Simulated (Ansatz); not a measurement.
System: CH₂AlB (SMILES B=[CH][Al]).

Input file:

```
crystal:
  periodic: [false, false, false]
  atoms:
    - {symbol: C, position_ang: [0.211845, 0.779178, 0.066619]}
    - {symbol: Al, position_ang: [-0.759256, -0.495958, 1.271670]}
    - {symbol: B, position_ang: [0.634023, 0.191599, -1.076352]}
    - {symbol: H, position_ang: [0.911588, -0.489126, -1.987059]}
    - {symbol: H, position_ang: [0.227239, 1.742346, 0.558563]}
basis:
  gaussian:
    orbitals: def2-TZVPD
hamiltonian:
  xc: {name: PBE0}
output: {forces: true, orbitals: {seedname: orbitals}}
```

Launched as:

```sh
ansatz run input.yaml --threads 1 --pin off --max-ram 2610MiB --events-out events.jsonl --progress --plain --runs-dir runs
```

Geometry: B3LYP-D3(BJ)/6-311G**.

Computed with isolated molecule in a Gaussian basis; Kohn-Sham density functional theory, functional PBE0 in Ansatz 0.2.0.

**What can the converged electron density and electron localisation function tell about the bonding?**

C–B (1.35 Å): ρ at the midpoint is about 1.9 e/Å³; the ELF peaks at about 0.90 between the atoms: a covalent bond.
C–Al (2.01 Å): the density is about 0.57 e/Å³ at the midpoint; the ELF peaks at about 0.90 between the atoms (a shared but strongly polarised pair).
C–H (1.08 Å): the density is about 1.9 e/Å³ at the midpoint; the ELF climbs to about 1 towards the hydrogen, as it does in any bond to H: an ordinary covalent bond to hydrogen.
B–H (1.17 Å): ρ is about 1.3 e/Å³ halfway; the ELF climbs to about 1 towards the hydrogen: a covalent bond by its length.

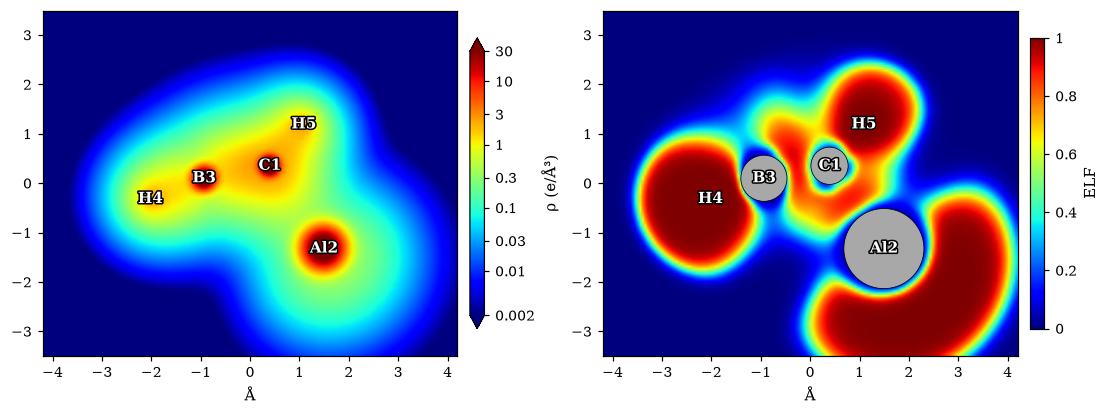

Computed electron density and electron localisation function on the molecular plane, in this order. Grey discs cover the atomic cores in the ELF map. 
